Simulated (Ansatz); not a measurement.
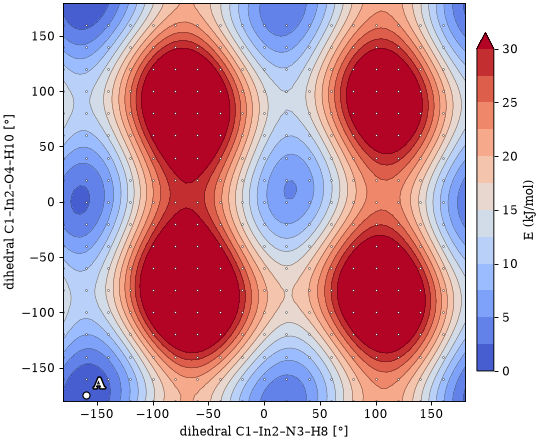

CH₆InNO, SMILES [CH3][In]([NH2])[OH]. 
- First axis: dihedral C1–In2–N3–H8. Second axis: dihedral C1–In2–O4–H10.
- Nothing is relaxed (all other coordinates rigid).
- The grid has 18 × 18 points.
- Points are written as (first, second).
- Energies: kJ/mol, counted from the relaxed molecule at the same level.
- Computed with Ansatz, RKS r2SCAN-D4/def2-SVP.

The picture shows filled contours, dots at the grid points, one colour for all values above the top of the scale, the point A. Between grid points the surface is interpolated.

> Find the lowest pass out of the well at A.

The easiest path leads from the well at about (−160°, −175°) to the well at about (−165°, 0°), about 2 kJ/mol higher (on a rigid scan; wells that are mirror images or exchange like atoms can differ by this much). Its highest point lies about 11 kJ/mol above the bottom of the first well on the interpolated surface, at (−160°, −80°). Seen from the upper well the barrier is about 9.5 kJ/mol. The start is the relaxed structure and all else is held, so a fully relaxed path at this level can only be lower.

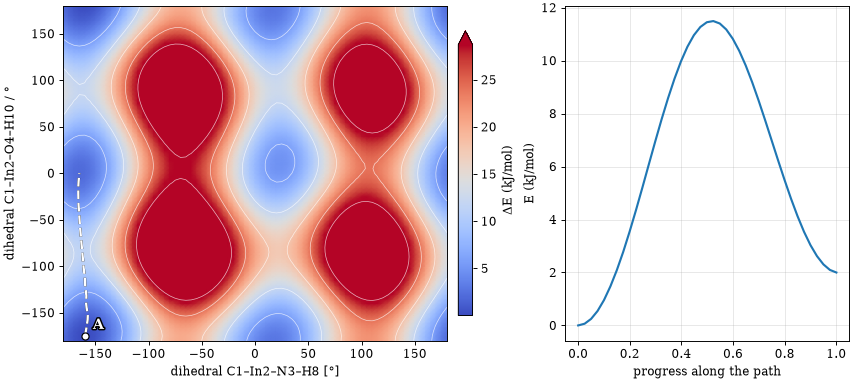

In the figure: a smooth colour map with a few white contour lines, a line along the lowest path, one colour for all values above the top of the scale, the energy along the path at the right. Between grid points the surface is interpolated.
